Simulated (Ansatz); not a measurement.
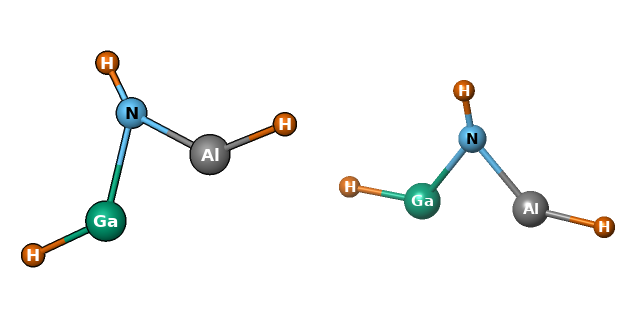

Both panels show the same species.

Computed geometry: PBE0-D4/def2-TZVP optimisation. No frequency run is at hand to confirm it as a minimum.

Description:

The molecule is AlGaH3N. The point group is Cs. All atoms lie on one plane. Coordination, clear cases only: 1 Al bent; 1 Ga bent.

More results for the same structure follow; atom numbers are the same in all pictures, views and colours differ.

Geometry

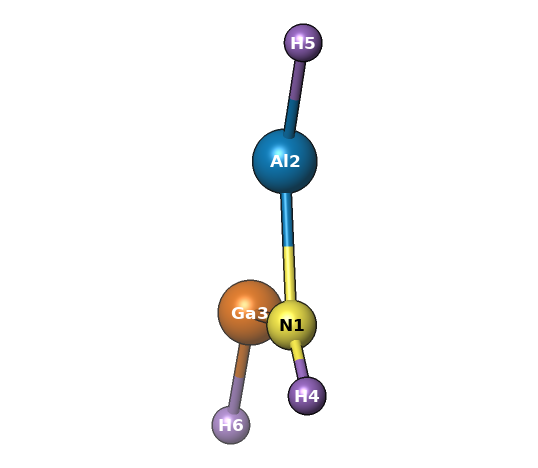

Ga3 lies behind N1. The molecule seen a little off the N1–Ga3 bond, N1 in front. Atoms fade into the background with distance from the viewer. No frequency run is at hand to confirm it as a minimum.

What is the torsion angle Al2–N1–Ga3–H6? The sign is positive where the front bond must turn clockwise to cover the back bond.

Answer. 180°, antiperiplanar (anti).

Electronic properties

No frequency run is at hand to confirm it as a minimum. Level of theory: RKS PBE0-D4/def2-TZVPP (Ansatz 0.2.0).

What does the calculation give?

- HOMO energy (Kohn–Sham orbital): −6.13 eV
- LUMO energy (Kohn–Sham orbital): −1.34 eV
- HOMO–LUMO gap: 4.79 eV

Dipole moment

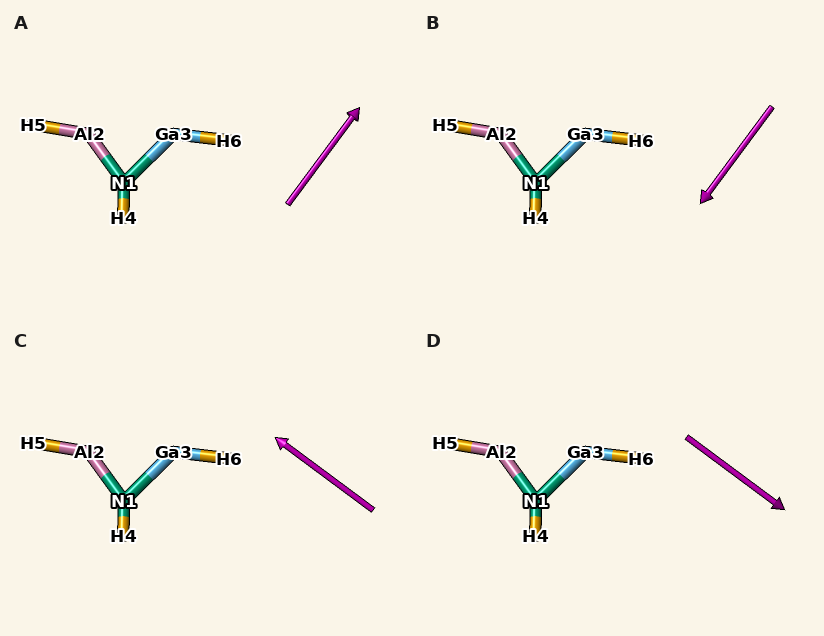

The same molecule four times, each with an arrow. No frequency run is at hand to confirm it as a minimum. Level of theory: RKS PBE0-D4/def2-TZVP (Ansatz 0.2.0).

Which arrow points along the dipole moment, from the negative to the positive end?

Answer. B. The dipole moment is 0.47 D; it points from the side of H6 to the side of H4 (the outermost atoms at the two ends).

Charges

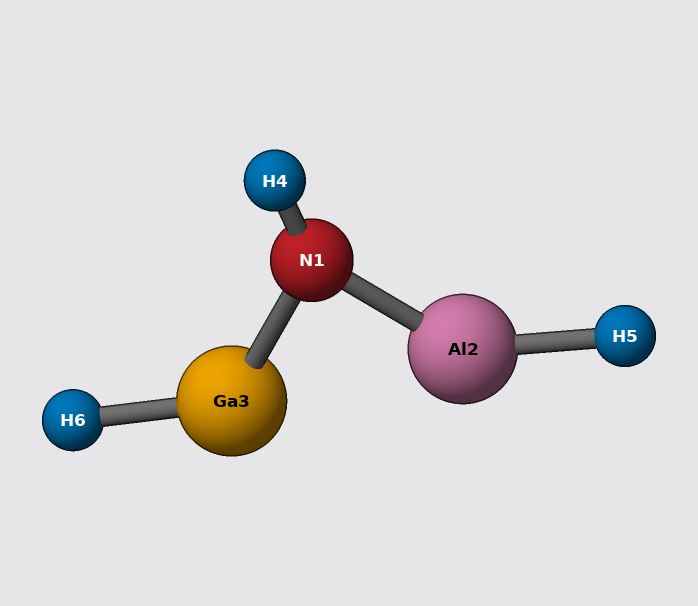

The questions are on Mulliken charges. No frequency run is at hand to confirm it as a minimum. Level of theory: RKS PBE0-D4/def2-TZVP (Ansatz 0.2.0).

Which atom carries the highest charge (most positive or least negative)?

Answer. Al2 (0.28 e).

And the lowest?

Answer. N1 (−0.49 e).

Give the Mulliken charges atom by atom.

```json
{"atom": "N1", "value (e)": "−0.49"}
{"atom": "Al2", "value (e)": "0.28"}
{"atom": "Ga3", "value (e)": "0.15"}
{"atom": "H4", "value (e)": "0.20"}
{"atom": "H5", "value (e)": "−0.08"}
{"atom": "H6", "value (e)": "−0.05"}
```

Mulliken values depend strongly on the basis set and can even reverse the polarity of a bond.
